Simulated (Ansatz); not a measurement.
# CdPb in the L10 ordering: lattice stability ahead of a resistivity run

The plan: relax CdPb in the L10 ordering, check its phonons, and, if the lattice is stable, compute its Eliashberg function and ρ(T).

Calculated with Ansatz 0.2.0; DFT PBEsol, scalar-relativistic, plane waves, PAW.

The structure was built from a prototype and need not be the compound's stable phase.

## (1) The structure

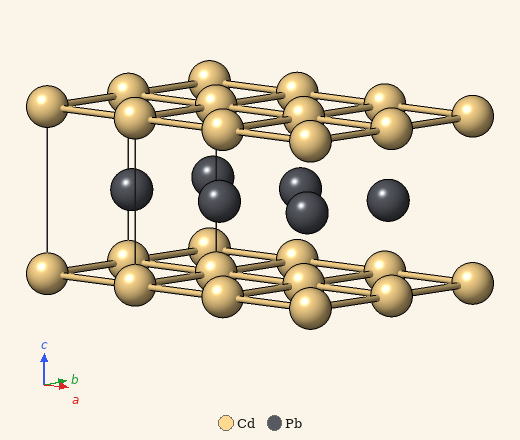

The starting structure, seen from a free direction (cadmium orange, lead dark grey). 3×2×1 cells are drawn. Some periodic images of atoms are drawn too.

## (2) Relaxation

Lattice constant and positions set the bands and the force constants, so the cell is relaxed first.

input.yaml reads:

```yaml
crystal:
  lattice:
    - [3.32386, 0.0, 0.0]
    - [0.0, 3.32386, 0.0]
    - [0.0, 0.0, 4.7007]
  atoms:
    - { symbol: Cd, position: [0.0, 0.0, 0.0] }
    - { symbol: Pb, position: [0.5, 0.5, 0.5] }
kpoints:
  mp_grid: { grid: [10, 10, 6] }
hamiltonian:
  xc: pbesol
scf:
  occupations: { method: gaussian, width: 0.1 }
output:
  forces: true
  stress: true
  eigenvalues: true
  write_density: true
  write_potential: true
  elf: true
  volumetric_format: npy
relax:
  adjacent_minimum: "off"
  f_tol: 0.005
  max_steps: 80
  cell: { stress_tol: 0.05 }
```

On the command line:

```sh
ansatz run input.yaml --threads 4 --pin off --max-ram 8192MiB --backend cpu --events-out ev --progress --plain --runs-dir out
```

Numbers of over 12 decimals in the logs are rounded to 6 here.

What it wrote:

```text
Engine: ansatz 0.2.0, aarch64-unknown-linux-gnu
Pseudopotentials: kind: paw
Pseudopotential: Cd, paw, valence charge 20, recommended cutoff 420 eV (normal), Cd.paw.azcp
Pseudopotential: Pb, paw, valence charge 14, recommended cutoff 420 eV (normal), Pb.paw.azcp
Functional definition: PBEsol
  exchange = pbesol_x
  correlation = pbesol_c
Crystal: 2 atoms, lattice volume = 51.934 Å³
Basis set: ecut = 420 eV, 1023 PW (Γ), exchange–correlation on 48×48×64 points (8 copies of the dense FFT grid, shifted against one another)
Bands: 21, of which v1, the nominal top of the filled ones, is band 17 counted from 1 (16 counted from 0)
Symmetry: 16 space group operations
Space group: P4/mmm (ITA 123), of the structure as read, at distance tolerance 3.7e-5 Å
k-points: 84 of 600
Non-local potential: Cd, projectors of the file, l = 0: 3, l = 1: 2, l = 2: 2, l = 3: 1
Non-local potential: Pb, projectors of the file, l = 0: 2, l = 1: 2, l = 2: 2, l = 3: 2
PAW form: soft (Blöchl's): semilocal exchange-correlation on the pseudo side does not see the compensation charge
PAW frozen core: Cd, regenerated for the run's functional, and the local potential with it (the file was generated under x = pbe(κ = 0.804, μ = 0.219515), c = pbe(β = 0.066725))
PAW frozen core: Pb, regenerated for the run's functional, and the local potential with it (the file was generated under x = pbe(κ = 0.804, μ = 0.219515), c = pbe(β = 0.066725))
PAW one-centre angular grid: Cd, 590 points (default); XC on 64 Gauss nodes
PAW one-centre angular grid: Pb, 590 points (default); XC on 64 Gauss nodes
Initial density: superposition of atomic densities (neutral atoms: chi_scale 0, normalization atom), corrected by the library's trained network
Initial wavefunctions: pseudopotential atomic-orbital guess
Functional: x = pbesol(κ = 0.804, μ = 0.123457), c = pbesol(β = 0.046)
SCF iter   1: F=—  HF=-19938.862217 eV  |F-HF|=—  |Δ(HF+E_count)|=         —  Δρ=4.22e-3  dr2=9.47e-3  ethr=1.77e-3  ⟨swp⟩=5.5  Hψ=7298  notcnv=0
preconditioner: auto → Kerker (q_TF=auto, 2.542 Å⁻¹)  [metal: Δε(μ)=0.033 eV  Ē_g=14.915 eV  σ=0.100 eV  W_gap=0.18  n_scr=14 (ndim 8)  ℏωp=26.3 eV  f_vac=0.000  D(μ)=0.80/eV (n_scr^D=2)]
SCF iter   2: F=—  HF=-19938.860031 eV  |F-HF|=—  |Δ(HF+E_count)|=   2.19e-3  Δρ=1.48e-3  dr2=1.70e-3  ethr=2.79e-5  ⟨swp⟩=2.1  Hψ=3101  notcnv=0
SCF iter   3: F=—  HF=-19938.859474 eV  |F-HF|=—  |Δ(HF+E_count)|=   5.57e-4  Δρ=5.64e-4  dr2=3.05e-4  ethr=4.99e-6  ⟨swp⟩=2.8  Hψ=3013  notcnv=0
SCF iter   4: F=—  HF=-19938.859380 eV  |F-HF|=—  |Δ(HF+E_count)|=   9.38e-5  Δρ=1.83e-4  dr2=3.54e-5  ethr=8.97e-7  ⟨swp⟩=2.3  Hψ=2534  notcnv=0
SCF iter   5: F=—  HF=-19938.859405 eV  |F-HF|=—  |Δ(HF+E_count)|=   2.51e-5  Δρ=4.66e-5  dr2=2.76e-6  ethr=1.04e-7  ⟨swp⟩=2.0  Hψ=1951  notcnv=0
SCF iter   6: F=—  HF=-19938.859405 eV  |F-HF|=—  |Δ(HF+E_count)|=   5.45e-7  Δρ=1.51e-5  dr2=1.71e-7  ethr=8.10e-9  ⟨swp⟩=2.0  Hψ=2098  notcnv=0
SCF iter   7: F=-19938.859405 eV  HF=-19938.859405 eV  |F-HF|=2.63e-9  |Δ(HF+E_count)|=   2.37e-8  Δρ=4.28e-6  dr2=8.57e-9  ethr=2.94e-10  ⟨swp⟩=9.3  Hψ=10952  notcnv=0
SCF 1 converged in 7 iterations: F = -19938.859405 eV  dr2 = 8.57e-9
  greatest PAW one-centre occupation: 1.000 electrons in one spin orbital (limit 2), on the Cd atom at site 0 (counted from 0), in its partial waves of l = 0
relax step   1: F+E_penalty+E_count = -19938.85940483 eV  Δ(F+E_penalty+E_count) = +0.000e0 eV  max|allowed force component| = 4.067e-28 eV/Å  Δτ_max = 0.0000 Å  P = -0.025 GPa  Ω = 51.934 Å³  (7 SCF iters, dr2 threshold 1.00e-7 eV, accepted)
Crystal: 2 atoms, lattice volume = 51.889 Å³
Basis set: ecut = 420 eV, 1039 PW (Γ), exchange–correlation on 48×48×64 points (8 copies of the dense FFT grid, shifted against one another)
Initial density: handed on by an earlier stage of this run
Initial wavefunctions: those handed on with the density
iter 1 solved again at ethr=2.40e-7 eV; its pass at ethr=3.10e-3 eV (dr2=8.17e-5 eV) is discarded
SCF iter   1: F=—  HF=-19938.869609 eV  |F-HF|=—  |Δ(HF+E_count)|=         —  Δρ=4.80e-4  dr2=7.73e-5  ethr=2.40e-7  ⟨swp⟩=2.4  Hψ=10797  notcnv=0
preconditioner: auto → none  [insulator: Δε(μ)=0.184 eV  Ē_g=14.981 eV  σ=0.100 eV  W_gap=0.80  n_scr=14 (ndim 8)  ℏωp=26.3 eV  f_vac=0.000  D(μ)=0.31/eV (n_scr^D=0)  ε∞_Penn≈4.1]
SCF iter   2: F=—  HF=-19938.869622 eV  |F-HF|=—  |Δ(HF+E_count)|=   1.33e-5  Δρ=2.19e-4  dr2=1.33e-5  ethr=2.27e-7  ⟨swp⟩=1.6  Hψ=1829  notcnv=0
SCF iter   3: F=—  HF=-19938.869625 eV  |F-HF|=—  |Δ(HF+E_count)|=   2.54e-6  Δρ=3.38e-5  dr2=4.67e-7  ethr=3.91e-8  ⟨swp⟩=2.9  Hψ=2746  notcnv=0
SCF iter   4: F=-19938.869625 eV  HF=-19938.869625 eV  |F-HF|=3.60e-8  |Δ(HF+E_count)|=   6.87e-9  Δρ=9.08e-6  dr2=5.91e-8  ethr=5.88e-10  ⟨swp⟩=10.1  Hψ=12114  notcnv=0
SCF 2 converged in 4 iterations: F = -19938.869625 eV  dr2 = 5.91e-8
  Residual-converged pass: ⟨swp⟩=1.0  Hψ=2103  notcnv=0  max |occ|·‖R‖ = 7.0e-9 eV (tolerance 1.0e-8 eV)  dr2=5.91e-8  dr2_onsite=2.50e-9  max |Δocc| = 1.0e-10
relax step   2: F+E_penalty+E_count = -19938.86962494 eV  Δ(F+E_penalty+E_count) = -1.022e-2 eV  max|allowed force component| = 4.427e-29 eV/Å  Δτ_max = 0.0000 Å  P = -0.039 GPa  Ω = 51.889 Å³  energy of the carried Pulay correction = +9.268e-6 eV  (4 SCF iters, dr2 threshold 2.00e-7 eV, accepted)
Crystal: 2 atoms, lattice volume = 51.623 Å³
Basis set: ecut = 420 eV, 1019 PW (Γ), exchange–correlation on 48×48×64 points (8 copies of the dense FFT grid, shifted against one another)
iter 1 solved again at ethr=5.06e-7 eV; its pass at ethr=3.10e-3 eV (dr2=1.72e-4 eV) is discarded
SCF iter   1: F=—  HF=-19938.870340 eV  |F-HF|=—  |Δ(HF+E_count)|=         —  Δρ=7.07e-4  dr2=1.70e-4  ethr=5.06e-7  ⟨swp⟩=2.6  Hψ=11071  notcnv=0
preconditioner: auto → Kerker (q_TF=auto, 2.545 Å⁻¹)  [metal: Δε(μ)=0.074 eV  Ē_g=15.004 eV  σ=0.100 eV  W_gap=0.40  n_scr=14 (ndim 8)  ℏωp=26.4 eV  f_vac=0.000  D(μ)=0.59/eV (n_scr^D=2)]
SCF iter   2: F=—  HF=-19938.870351 eV  |F-HF|=—  |Δ(HF+E_count)|=   1.12e-5  Δρ=4.06e-4  dr2=6.60e-5  ethr=5.01e-7  ⟨swp⟩=1.0  Hψ=1765  notcnv=0
SCF iter   3: F=—  HF=-19938.870349 eV  |F-HF|=—  |Δ(HF+E_count)|=   1.98e-6  Δρ=8.41e-5  dr2=6.15e-6  ethr=1.94e-7  ⟨swp⟩=2.0  Hψ=2068  notcnv=0
SCF iter   4: F=—  HF=-19938.870348 eV  |F-HF|=—  |Δ(HF+E_count)|=   1.07e-6  Δρ=3.65e-5  dr2=9.51e-7  ethr=1.81e-8  ⟨swp⟩=2.0  Hψ=2372  notcnv=0
SCF iter   5: F=-19938.870348 eV  HF=-19938.870348 eV  |F-HF|=2.64e-8  |Δ(HF+E_count)|=   2.27e-7  Δρ=8.51e-6  dr2=6.72e-8  ethr=5.88e-10  ⟨swp⟩=9.7  Hψ=11831  notcnv=0
SCF 3 converged in 5 iterations: F = -19938.870348 eV  dr2 = 6.72e-8
relax step   3: F+E_penalty+E_count = -19938.87034769 eV  Δ(F+E_penalty+E_count) = -7.227e-4 eV  max|allowed force component| = 1.972e-29 eV/Å  Δτ_max = 0.0000 Å  P = +0.163 GPa  Ω = 51.623 Å³  energy of the carried Pulay correction = +5.794e-5 eV  (5 SCF iters, dr2 threshold 2.00e-7 eV, accepted)
[...]
relax step   4: F+E_penalty+E_count = -19938.87223264 eV  Δ(F+E_penalty+E_count) = -1.885e-3 eV  max|allowed force component| = 2.035e-28 eV/Å  Δτ_max = 0.0000 Å  P = -0.091 GPa  Ω = 51.892 Å³  energy of the carried Pulay correction = +9.993e-6 eV  (4 SCF iters, dr2 threshold 2.00e-7 eV, accepted)
[...]
relax step   5: F+E_penalty+E_count = -19938.87227539 eV  Δ(F+E_penalty+E_count) = -4.275e-5 eV  max|allowed force component| = 0.000e0 eV/Å  Δτ_max = 0.0000 Å  P = +0.002 GPa  Ω = 51.800 Å³  energy of the carried Pulay correction = +2.604e-5 eV  (3 SCF iters, dr2 threshold 2.48e-8 eV, accepted)
Initial wavefunctions: pseudopotential atomic-orbital guess (no wavefunctions were taken with the density)
iter 1 solved again at ethr=9.50e-9 eV; its pass at ethr=3.10e-3 eV (dr2=3.23e-6 eV) is discarded
SCF iter   1: F=—  HF=-19938.872226 eV  |F-HF|=—  |Δ(HF+E_count)|=         —  Δρ=5.29e-5  dr2=2.08e-7  ethr=9.50e-9  ⟨swp⟩=3.9  Hψ=12403  notcnv=0
preconditioner: auto → none  [insulator: Δε(μ)=0.145 eV  Ē_g=14.992 eV  σ=0.100 eV  W_gap=0.70  n_scr=14 (ndim 8)  ℏωp=26.3 eV  f_vac=0.000  D(μ)=0.36/eV (n_scr^D=0)  ε∞_Penn≈4.1]
SCF iter   2: F=—  HF=-19938.872247 eV  |F-HF|=—  |Δ(HF+E_count)|=   2.10e-5  Δρ=2.56e-5  dr2=4.61e-8  ethr=6.13e-10  ⟨swp⟩=2.0  Hψ=2902  notcnv=0
SCF iter   3: F=—  HF=-19938.872247 eV  |F-HF|=—  |Δ(HF+E_count)|=   1.09e-7  Δρ=3.16e-6  dr2=4.91e-9  ethr=1.35e-10  ⟨swp⟩=2.1  Hψ=2679  notcnv=0
SCF iter   4: F=—  HF=-19938.872247 eV  |F-HF|=—  |Δ(HF+E_count)|=   1.38e-9  Δρ=9.57e-7  dr2=1.13e-10  ethr=1.44e-11  ⟨swp⟩=2.0  Hψ=2945  notcnv=0
SCF iter   5: F=-19938.872247 eV  HF=-19938.872247 eV  |F-HF|=3.64e-12  |Δ(HF+E_count)|=  2.18e-10  Δρ=1.06e-7  dr2=1.82e-12  ethr=1.00e-12  ⟨swp⟩=6.8  Hψ=8509  notcnv=0
SCF 6 converged in 5 iterations: F = -19938.872247 eV  dr2 = 1.82e-12
relax step   6: F+E_penalty+E_count = -19938.87224703 eV  Δ(F+E_penalty+E_count) = +2.836e-5 eV  max|allowed force component| = 6.311e-30 eV/Å  Δτ_max = 0.0000 Å  P = -0.000 GPa  Ω = 51.800 Å³  stress off target by 1.32e-3 GPa  SCF on the basis re-selected at this cell (its energy is not comparable with the rows above)  (5 SCF iters)
basis re-selected at this cell: Δ(F+E_penalty+E_count) = +2.836e-5 eV, ΔP = -0.002 GPa vs the last step (what re-selecting the basis moved, of the pressure what is left beyond the Pulay correction that the steps carried, after the strain that the cell walked since its last selection, with what the two solves' SCF thresholds leave and, on support functions, any second-order correction that the steps lacked; it is no m [...]
SCF converged after 5 iterations
Free energy (F): -19938.872247 eV
Harris-Foulkes:  -19938.872247 eV  (|F-HF|=3.64e-12)
Internal energy: -19938.870446 eV  (E = F + TS)
E sigma→0 (E₀):  -19938.871347 eV
Entropy (-TS):   -0.001801 eV (-0.901 meV/atom)
Fermi energy:    12.383687 eV
--- Per-component energies (eV) ---
  E_band       = -452.412583
  E_kinetic    = 794.733893
  E_local      = -4255.189588  (includes V_loc(G=0)·N_el)
  E_nonlocal   = 387.108188
  E_hartree    = 1924.838482
  E_xc         = -394.840362
  E_vxc        = -354.282662  (∫ρ·V_xc dr)
  E_paw        = -14268.990750  (= ΣΔE_a)
  E_vpaw       = -874.459489  (= ΣTr[D̂ρ^β])
  E_aug_tail   = 0.000061  (compensation charges beyond the density's cutoff)
  E_ewald      = -4126.934446
  E_core_change = 0.404076  (= ΣΔE_core)
  E_smearing   = -0.001801  (= −TS)
  E_closure    = 0.000000  (closes the sum)
  Σ components = -19938.872247   (vs F -19938.872247, Δ=0.00e0)
--- Forces (eV/Å), atoms counted from 1 ---
  atom   1  Cd     0.00000000     0.00000000     0.00000000
  atom   2  Pb     0.00000000    -0.00000000     0.00000000
  max |Σ_I F_I| component: 1.26e-29 eV/Å
--- Stress (GPa, compression-positive) ---
        0.000407       0.000000       0.000000
        0.000000       0.000407       0.000000
        0.000000       0.000000      -0.001319
  P = ⅓ Tr σ = -0.0002 GPa (-0.002 kbar)
--- Band table (eV; the first three rows and the last of 84) ---
  k-point 0: bands = [... 13 lower, 3.7782, 3.9006, 10.3081, 10.6429, 15.6505, 15.6505, 19.3210, 20.3646]
  k-point 1: bands = [... 13 lower, 3.7648, 3.8995, 8.1712, 13.1809, 15.9131, 15.9131, 19.4556, 20.4520]
  k-point 2: bands = [... 13 lower, 3.7384, 3.8974, 6.4691, 16.0524, 16.6046, 16.6046, 19.7677, 20.6990]
  k-point 83: bands = [... 13 lower, 4.1036, 6.1205, 11.3527, 11.3527, 12.9143, 13.4360, 13.4740, 13.4740]
--- Relaxed structure (5 steps of the walk, 5 accepted, 1 SCFs on fresh bases) ---
  F+E_penalty+E_count = -19938.87224703 eV   max|allowed force component| = 6.311e-30 eV/Å   (the final SCF, on the basis selected at the relaxed cell)
  cell:  # Å, volume = 51.7995 Å³
    - [3.376085, 0, 0.0]
    - [0, 3.376085, 0.0]
    - [0.0, 0.0, 4.544636]
  atoms:
    - { symbol: Cd, position: [0, 0, 0.0] }
    - { symbol: Pb, position: [0.5, 0.5, 0.5] }
```

It took 8 s on 4 threads of Arm Neoverse V1, shared host; peak memory 0.42 GiB; 29 s of CPU time.

Step by step:

| step | energy less that of the first step (eV) | largest force component (eV/Å) | pressure (GPa) | volume (Å³) |
| --- | --- | --- | --- | --- |
| 1 | 0.0000 | 0.0000 | -0.02 | 51.93 |
| 2 | -0.0102 | 0.0000 | -0.04 | 51.89 |
| 3 | -0.0109 | 0.0000 | 0.16 | 51.62 |
| 4 | -0.0128 | 0.0000 | -0.09 | 51.89 |
| 5 | -0.0129 | 0.0000 | 0.00 | 51.80 |
| 6* | -0.0128 | 0.0000 | 0.00 | 51.80 |

Relaxation steps marked * repeat the geometry before them on a plane-wave basis chosen anew for their cell, so energy and pressure can jump there.

Forces are held to the 16 operations that the run works with; a distortion that breaks them can't arise in this run.

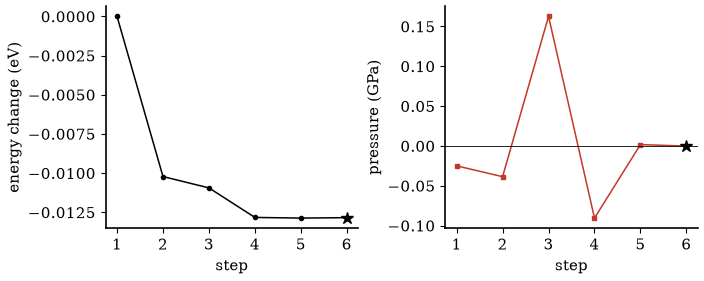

Energy and pressure along the relaxation. Stars mark steps on a basis chosen anew.

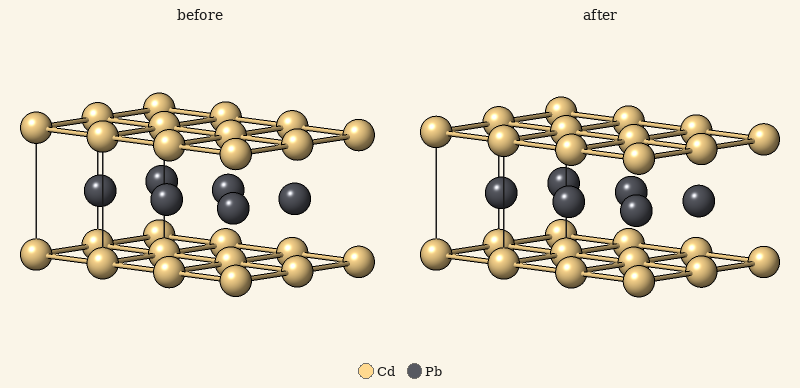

Before and after, at one scale.

| conventional cell, symmetrised | before | after | change |
| --- | --- | --- | --- |
| a (Å) | 3.324 | 3.376 | +1.6 % |
| b (Å) | 3.324 | 3.376 | +1.6 % |
| c (Å) | 4.701 | 4.545 | -3.3 % |
| volume (Å³/atom) | 25.97 | 25.90 | -0.3 % |

Final coordinates:

```xyz
2
Lattice="3.3761 0.0000 0.0000 0.0000 3.3761 0.0000 0.0000 0.0000 4.5446" Properties=species:S:1:pos:R:3 pbc="T T T"
Cd    0.0000    0.0000    0.0000
Pb    1.6880    1.6880    2.2723
```

This step gave:

| Quantity | Value |
| --- | --- |
| pressure | -1.69e-4 GPa |
| volume per atom | 25.90 Å³ |
| metallic on mesh | yes |
| gap on the k-mesh | 0 eV |

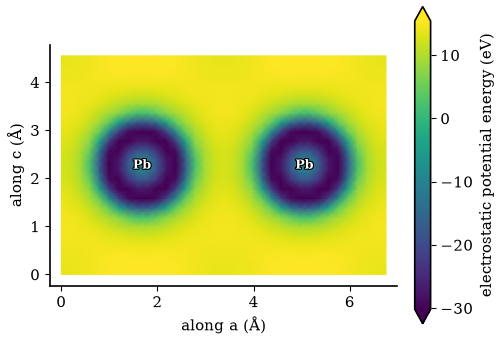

Electrostatic potential energy in the ac plane at fractional y = 0.500, with atoms of Pb within 0.2 Å of it. With pseudopotentials it is smooth inside the atoms' cores, unlike the true potential.

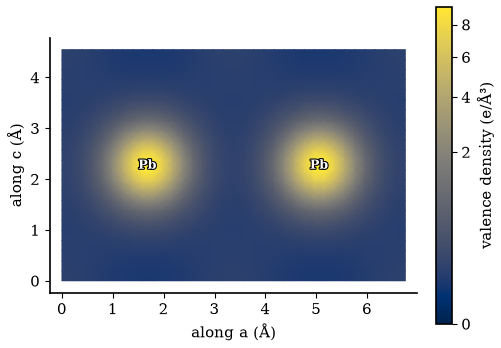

Valence density in the ac plane at fractional y = 0.500, with atoms of Pb within 0.2 Å of it. It is the smooth field of the valence electrons, not physical close to the nuclei. The colour scale is stretched toward low values.

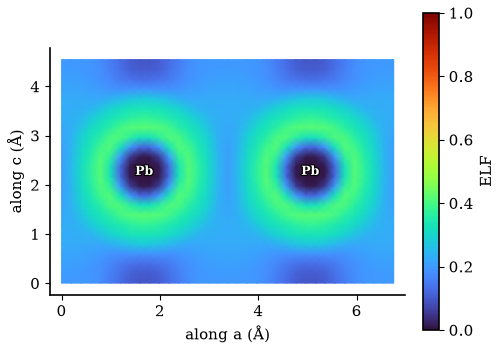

ELF in the ac plane at fractional y = 0.500, with atoms of Pb within 0.2 Å of it. It is the smooth field of the valence electrons, not physical close to the nuclei.

The largest force is now zero by symmetry and the largest stress component 0.0013 GPa.

## (3) Tight relaxation

No force is left; the cell is relaxed once more with another smearing and tight thresholds.

input.yaml reads:

```yaml
crystal:
  lattice:
    - [3.3760847548, 0.0, 0.0]
    - [0.0, 3.3760847548, 0.0]
    - [0.0, 0.0, 4.5446357785]
  atoms:
    - { symbol: Cd, position: [0.0, 0.0, 0.0] }
    - { symbol: Pb, position: [0.5, 0.5, 0.5] }
kpoints:
  mp_grid: { grid: [10, 10, 6] }
hamiltonian:
  xc: pbesol
scf:
  occupations: { method: methfessel_paxton, width: 0.2 }
output:
  forces: true
  stress: true
  eigenvalues: true
relax:
  adjacent_minimum: "off"
  f_tol: 0.001
  max_steps: 60
  cell: { stress_tol: 0.01 }
```

What it wrote:

```text
[the first part of the log is left out]
  E_xc         = -394.844946
  E_vxc        = -354.288592  (∫ρ·V_xc dr)
  E_paw        = -14268.989238  (= ΣΔE_a)
  E_vpaw       = -874.456742  (= ΣTr[D̂ρ^β])
  E_aug_tail   = 0.000061  (compensation charges beyond the density's cutoff)
  E_ewald      = -4127.379669
  E_core_change = 0.404076  (= ΣΔE_core)
  E_smearing   = 0.004460  (= −TS)
  E_closure    = 0.000000  (closes the sum)
  Σ components = -19938.870041   (vs F -19938.870041, Δ=0.00e0)
[...]
--- Stress (GPa, compression-positive) ---
        0.003314      -0.000000       0.000000
       -0.000000       0.003314       0.000000
        0.000000       0.000000       0.002154
  P = ⅓ Tr σ = 0.0029 GPa (0.029 kbar)
--- Band table (eV; the first three rows and the last of 84) ---
[...]
--- Relaxed structure (2 steps of the walk, 2 accepted, 1 SCFs on fresh bases) ---
[...]
cell:  # Å, volume = 51.7829 Å³
    - [3.375800, 0, 0]
    - [0, 3.375800, 0]
    - [0, 0, 4.543942]
  atoms:
    - { symbol: Cd, position: [0, 0, 0] }
    - { symbol: Pb, position: [0.5, 0.5, 0.5] }
```

The job ended after 4 s (4 threads; peak memory 0.42 GiB).

Little changed from the start: no atom moved by 0.005 Å and no cell edge by 0.1 %.

This step gave:

```
pressure        : 0.002927 GPa
volume per atom : 25.89 Å³
```

The largest force is now zero by symmetry and the largest stress component 0.0033 GPa, small enough for phonons.

(Part 1 of 2 ends here.)

[Logs are printed without paths, hosts, clocks, repeated set-up lines and the standing remarks that a program may print on its own settings, such as how far it seeks lower states.]

[Hosts, paths, dates, database ids (printed as entryN), source tags and the programs' standing remarks are cut or masked in the printed files.]
